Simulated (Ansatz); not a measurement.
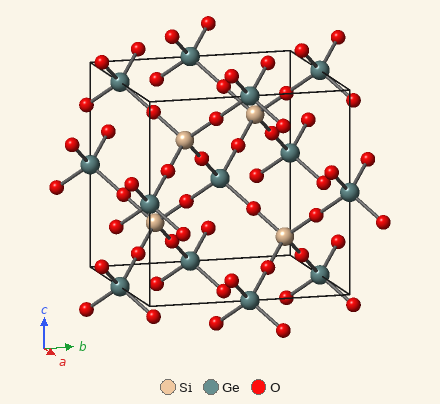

SiGeO₄ (space group F-43m, No. 216): coordinates from a relaxation in a fixed cell with DFT PBE, scalar-relativistic, plane waves, PAW (Ansatz); the starting structure was generated, so it need not be a known form of this composition.

Bonds are taken as Ge–O below 1.9 Å and O–Si below 1.8 Å. Simplification: prune 0- and 1-connected atoms, fold 2-connected ones into links.

### What kind of net remains, and which atoms are its nodes?

A uninodal 4-connected, three-periodic net: Si and Ge are 4-connected nodes. O becomes part of the edges.

### Name the underlying net.

It is the dia net, known from diamond, zinc blende and cristobalite.

### Is the net interpenetrated?

It is a single net, without interpenetration.

### How many nodes does the smallest cycle have?

Six.

### Give the first six terms of the coordination sequence (nodes one, two, three … edges away).

Si and Ge: 4, 12, 24, 42, 64, 92.

The simplified net, drawn on the atoms' positions. Nodes are coloured by element. Edges to nodes outside the piece are drawn as stubs.

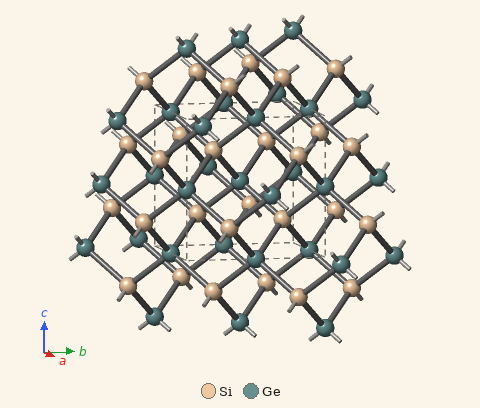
